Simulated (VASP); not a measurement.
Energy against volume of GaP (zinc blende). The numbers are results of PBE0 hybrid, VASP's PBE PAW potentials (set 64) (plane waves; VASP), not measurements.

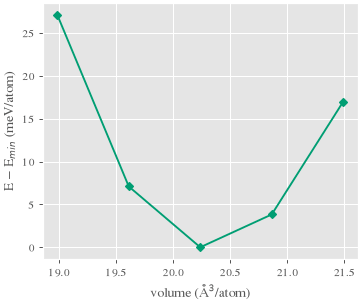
Figure: Energy against volume

### Question
Estimate the equilibrium volume and the bulk modulus.

### Answer
The minimum lies near 20.3 Å³/atom, and the curvature gives B0 of about 89 GPa.

Measured: bulk modulus 89.6 GPa at 0 K (computed value off by -0.7 %), as given by Daniel Mejia-Rodriguez et al., Physical Review B (2018), arXiv:1807.09216 [0 K value with the zero-point phonon effect removed]; a 5.439 Å at 0 K (computed value off by +0.3 %), as given by Daniel Mejia-Rodriguez et al., Physical Review B (2018), arXiv:1807.09216 [static lattice: zero-point anharmonic expansion removed].

The compound is GaP in the zinc blende structure. It was relaxed first. The cell's shape comes from a PBE relaxation.
